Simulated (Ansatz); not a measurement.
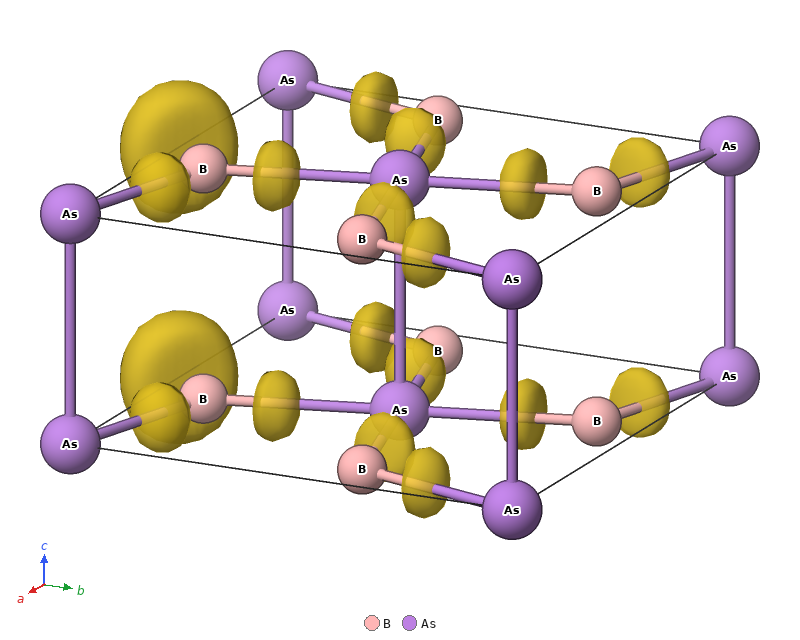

*B₂As. Isosurface of the ELF at 0.8 (yellow), seen at an oblique angle. Core shells and regions of very low density are left out. Sticks mark near contacts.*

Space group P4/mbm; a structure generated by program, which may or may not match a known phase.

Theory: DFT PBE, scalar-relativistic, plane waves, PAW (Ansatz).

Core electrons are frozen (PAW), and the valence fields are smoothed inside the atomic spheres.

Input file:

```
crystal:
  lattice:
    - [5.2998338532, 0.0, 0.0]
    - [0.0, 5.2998338532, 0.0]
    - [0.0, 0.0, 2.6152994192]
  atoms:
    - { symbol: B, position: [0.1077362066, 0.3922637934, 0.0] }
    - { symbol: B, position: [0.3922637934, 0.8922637934, 0.0] }
    - { symbol: B, position: [0.8922637934, 0.6077362066, 0.0] }
    - { symbol: B, position: [0.6077362066, 0.1077362066, 0.0] }
    - { symbol: As, position: [0.0, 0.0, 0.0] }
    - { symbol: As, position: [0.5, 0.5, 0.0] }
basis:
  ecutwfc: 420
kpoints:
  mp_grid: { grid: [8, 8, 14] }
hamiltonian:
  xc: pbe
scf:
  occupations: { method: gaussian, width: 0.1 }
output:
  forces: true
  stress: true
  eigenvalues: true
  write_density: true
  write_potential: true
  elf: true
  volumetric_format: npy
relax:
  adjacent_minimum: "off"
  f_tol: 0.01
  max_steps: 80
  cell: { stress_tol: 0.05 }
```

Command:

```sh
ansatz run input.yaml --threads 1 --pin off --max-ram 2048MiB --backend cpu --events-out ev --progress --plain --runs-dir out
```

Below, planes, directions and counts refer to the conventional cell (a = 5.31 Å, b = 5.31 Å, c = 2.60 Å, α = 90.00°, β = 90.00°, γ = 90.00°).

The fields are those of the run's last geometry, not of the input's.

**Identify the bonds, lone pairs and shells in this picture.**

At this value the surface marks out eight regions between bonded As–B atoms and two regions between bonded B–B atoms, counted in one cell of 6 atoms. Regions shared between cells count once. Along the contacts the grid gives the following. B–B (1.61 Å): the ELF peaks at about 0.95 between the atoms. B–As (2.16 Å): the ELF peaks at about 0.85 between the atoms.
